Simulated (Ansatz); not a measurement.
Take BAs in the zinc blende structure (space group F-43m, No. 216; a = 4.768 Å) as the base.

Perturbation: every As is replaced by P; the structure is relaxed again.

Computed with Ansatz (a program for electronic structure), PBEsol, PAW, cutoff 420 eV, spin-orbit coupling left out, earlier PAW set.

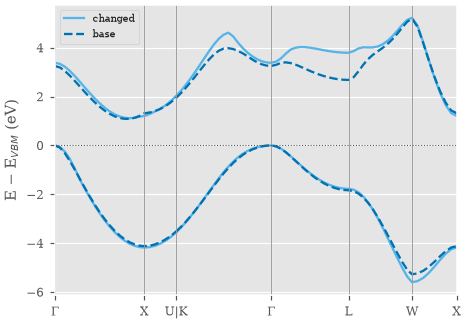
Figure. Highest valence and lowest conduction band along the path, each from its own valence-band maximum

The gap is 1.11 eV, indirect, Γ → Γ–X (83 % along); the base has 1.08 eV.

Whether these cells are dynamically stable was not tested.
